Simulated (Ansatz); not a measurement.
**Two runs on C2HF3O2**

System: C2HF3O2.
Method of the first run: RKS r2SCAN-D4/def2-TZVPPD (Ansatz 0.2.0).

The geometry comes from this level: PBE0-D4/def2-TZVPPD. Text and figures count atoms from 1; the logs count them from 0 in places.

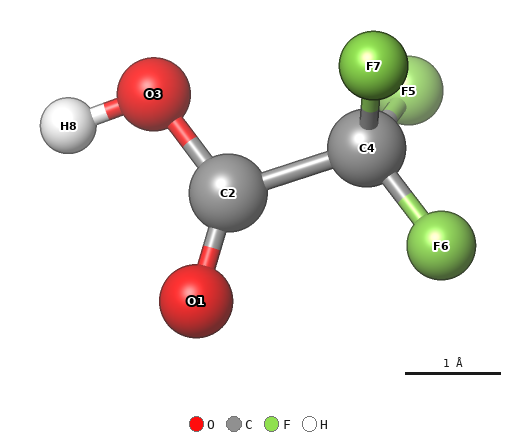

**Figure 1.** The structure as given in the input (ball-and-stick view, seen at a tilt; atoms are numbered from 1 in the order of the input).

The input, the first run:
```yaml
crystal:
  periodic: [false, false, false]
  atoms:
    - { symbol: O, position_ang: [1.19362668, 1.45193397, -0.54188753] }
    - { symbol: C, position_ang: [0.91887596, 0.39557492, -0.06609558] }
    - { symbol: O, position_ang: [1.7664408, -0.47305672, 0.47228562] }
    - { symbol: C, position_ang: [-0.52172887, -0.159339, 0.00614939] }
    - { symbol: F, position_ang: [-0.60653005, -1.31305495, -0.65580469] }
    - { symbol: F, position_ang: [-1.3714507, 0.69883404, -0.52680018] }
    - { symbol: F, position_ang: [-0.87075803, -0.37618959, 1.27404814] }
    - { symbol: H, position_ang: [2.6545742, -0.09745268, 0.41140485] }
basis:
  gaussian: { orbitals: def2-TZVPPD.json }
hamiltonian:
  xc: r2scan
  dispersion: d4
```

Command:
```bash
ansatz run input.yaml --threads 4 --pin off --max-ram 10240MiB --backend cpu --events-out ev --progress --plain --runs-dir out
```

Hardware: 4 threads of AMD EPYC (Zen 3), 189 GiB of memory available, shared host.

Output (the first run):
```
Engine: ansatz 0.2.0, x86_64-unknown-linux-gnu
Functional definition: r2SCAN
  parameter k0 = 0.174
  parameter k1 = 0.065
  parameter a1 = 4.9479
  exchange = r2scan_x(k0 = k0, k1 = k1, a1 = a1)
  correlation = r2scan_c
1366 factors; their error is unknown
mean field evaluation 1: about -14328.7445 eV, gradient 6.8e1 eV
mean field evaluation 2: about -14314.6106 eV, gradient 1.1e2 eV
mean field evaluation 4: about -14335.1356 eV, gradient 8.6e0 eV
mean field evaluation 8: about -14335.2587 eV, gradient 2.8e-1 eV
mean field evaluation 16: about -14335.2392 eV, gradient 1.1e-3 eV
mean field -14335.23919486 eV, -526.8103236369 hartree, gradient 4.6e-5 eV, S^2 0.000000; 0 other end points of the search recorded, 0 dependent functions left out
reference -14335.23921766 eV, -526.8103244749 hartree; 28, 28 occupied and 263, 263 virtual orbitals, 1366 factors
Total energy: -14335.27616320 eV, -526.8116821984 hartree
```

The input of the second run differs as follows (lines with − go, lines with + come):
```diff
-  xc: r2scan
+  xc: pbe
```

How does the second run compare with the first run?

The total energies belong to different methods, so their difference says nothing on which is more stable or more accurate. The functional changes from r2SCAN to PBE.

Output (the second run):
```
Engine: ansatz 0.2.0, x86_64-unknown-linux-gnu
Functional definition: PBE
  parameter kappa = 0.804
  parameter beta = 0.06672455060314922
  exchange = pbe_x(kappa = kappa, mu = beta*pi^2/3)
  correlation = pbe_c(beta = beta)
1366 factors; their error is unknown
mean field evaluation 1: about -14320.0461 eV, gradient 7.1e1 eV
mean field evaluation 2: about -14297.6668 eV, gradient 1.3e2 eV
mean field evaluation 4: about -14327.2150 eV, gradient 1.2e1 eV
mean field evaluation 8: about -14327.4307 eV, gradient 8.0e-2 eV
mean field evaluation 16: about -14327.4145 eV, gradient 1.5e-4 eV
mean field -14327.41445823 eV, -526.5227698696 hartree, gradient 6.1e-5 eV, S^2 0.000000; 0 other end points of the search recorded, 0 dependent functions left out
reference -14327.41452265 eV, -526.5227722371 hartree; 28, 28 occupied and 263, 263 virtual orbitals, 1366 factors
Total energy: -14327.56357418 eV, -526.5282497798 hartree
```

The two runs side by side:

```csv
quantity,the first run,the second run
outcome,converged,converged
total energy (hartree),−526.811682,−526.528250
basis functions,291,291
wall time (shared host),23 s,16 s
```
